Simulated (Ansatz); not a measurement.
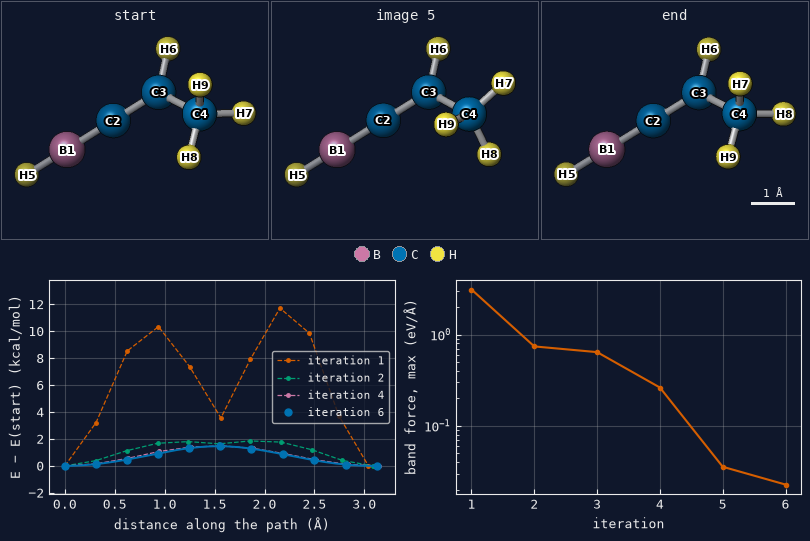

A search for the minimum-energy path of C₃H₅B by the nudged elastic band. Images are numbered from 0 (start) to 10 (end). The plot follows the band through its iterations. The picture is a ball-and-stick view, seen at a tilt.

Theory: RKS PBE-D4/def2-SVP in Ansatz 0.2.0. Settings: 9 movable images; climbing image; force threshold 0.03 eV/Å; iteration limit 6; starting path through a guess of the saddle point.

Q: Judge this run.

A: The run is converged, with reservations. The band converged in 6 iterations. The largest component of the band force went from 3.1 to 0.023 eV/Å. The climbing image converged on the top of the path. Its curvatures weren't checked. The iteration limit was low. The first iteration put the highest image at 11.72 kcal/mol. The barrier is about 1.46 kcal/mol in both directions, with image 5 at the top; the ends have the same energy.

The run took of the order of 120 core-seconds on a shared host.
